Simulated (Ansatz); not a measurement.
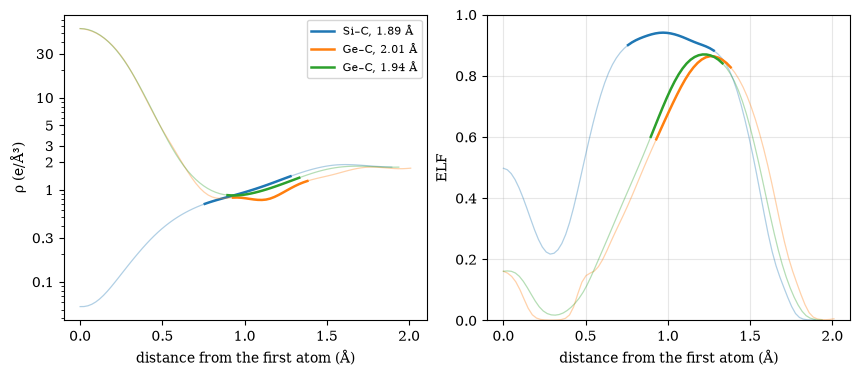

The picture shows: Si5GeC6. Valence electron density and electron localisation function along straight lines between neighbouring atoms. Thin, pale parts lie inside the atomic spheres.

Space group P3m1; a structure generated by program, which may or may not match a known phase.

All numbers below come from Ansatz 0.2.0, DFT PBE, scalar-relativistic, plane waves, PAW.

The density is the valence pseudo-density of a PAW calculation; it isn't the true density close to the nuclei.

```yaml
crystal:
  lattice:
    - [3.11780, 0.00000, 0.00000]
    - [-1.55890, 2.70010, 0.00000]
    - [0.00000, 0.00000, 15.36523]
  atoms:
    - { symbol: Si, position: [0.66667, 0.33333, 0.00528] }
    - { symbol: Si, position: [0.66667, 0.33333, 0.33508] }
    - { symbol: Si, position: [0.66667, 0.33333, 0.66459] }
    - { symbol: Si, position: [0.00000, 0.00000, 0.17021] }
    - { symbol: Si, position: [0.00000, 0.00000, 0.49996] }
    - { symbol: Ge, position: [0.00000, 0.00000, 0.83449] }
    - { symbol: C, position: [0.66667, 0.33333, 0.12952] }
    - { symbol: C, position: [0.66667, 0.33333, 0.45924] }
    - { symbol: C, position: [0.66667, 0.33333, 0.78789] }
    - { symbol: C, position: [0.00000, 0.00000, 0.29437] }
    - { symbol: C, position: [0.00000, 0.00000, 0.62409] }
    - { symbol: C, position: [0.00000, 0.00000, 0.96528] }
```

Compare the contacts.

Answer. Si–C (1.89 Å): ρ is about 0.88 e/Å³ halfway; the ELF peaks at about 0.95 between the atoms, as expected for a shared electron pair.
Ge–C (2.01 Å): ρ at the midpoint is about 0.81 e/Å³; the ELF peaks at about 0.85 in the valence shell of C, 0.8 Å from its nucleus, and is about 0.70 at the midpoint.
Ge–C (1.94 Å): ρ at the midpoint is about 0.87 e/Å³; the ELF peaks at about 0.85 in the valence shell of C, 0.7 Å from its nucleus, and is about 0.70 at the midpoint.
